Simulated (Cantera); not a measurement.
Feed: 1 mol c-C4F8, 2.3 mol H2, 0.68 mol Si, at 2125 K.

These are equilibrium values from Cantera (NASA tables, ideal gas, pure condensed phases), not measurements of a reactor. Candidate condensed phases: C, C6H6, C7H8, C8H18, Si, SiC; 113 gas species. The feed counts by its element totals alone. The tables' values for SiF3, SiF2 are old estimates; treat these amounts as uncertain. Gases not in the tables: C2F6 and larger saturated fluorocarbons. The numbers say what is thermodynamically allowed, not how fast it happens.

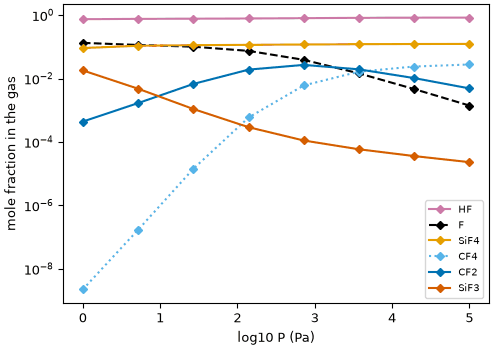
Figure: Equilibrium gas composition (values under 1e-9 drawn at 1e-9)

**Question.** Read off the mole fractions at 27.0 Pa.

**Answer.** HF about 0.78, SiF4 about 0.11, F about 0.10, CF2 about 0.0068, SiF3 about 0.0011, CF4 about 1.4e-5.
